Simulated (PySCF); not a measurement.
Ga(H)(Me)2(HOMe), C₃H₁₁GaO, singlet at its GFN2-xTB optimised geometry (Å):

```
16

Ga    -0.6422    -1.4752     0.0000
H     -1.3705    -1.4750    -1.4117
C      1.3865    -1.4752     0.0000
H      1.8090    -0.8884    -0.8211
H      1.7974    -2.4848    -0.0866
H      1.7753    -1.0586     0.9356
C     -1.7126    -2.0857     1.6103
H     -1.2798    -1.6936     2.5372
H     -1.7239    -3.1749     1.7075
H     -2.7557    -1.7586     1.5704
C     -0.8593     1.7552     0.8755
O     -1.0628     0.6572     0.0000
H     -0.1760     2.4848     0.4343
H     -0.4159     1.3514     1.7833
H     -1.8090     2.2367     1.1212
H     -1.4559     0.9455    -0.8326
```

Level of theory: PBE0/def2-TZVP run with PySCF. Cells within 0.4 Å of a nucleus heavier than hydrogen are left out (blank, or x).

Map of the Laplacian of the electron density (e/bohr⁵), clipped to [-1.50, 1.50] on the plane z = 1.2 Å:

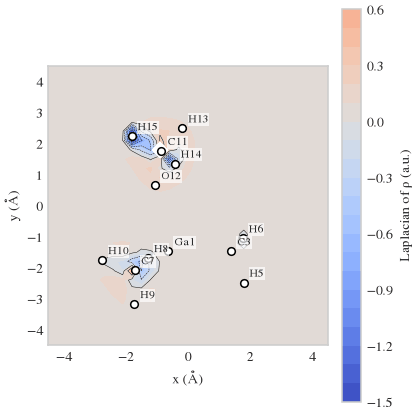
*Laplacian of the electron density (e/bohr⁵), clipped to [-1.50, 1.50] on the plane z = 1.2 Å.*
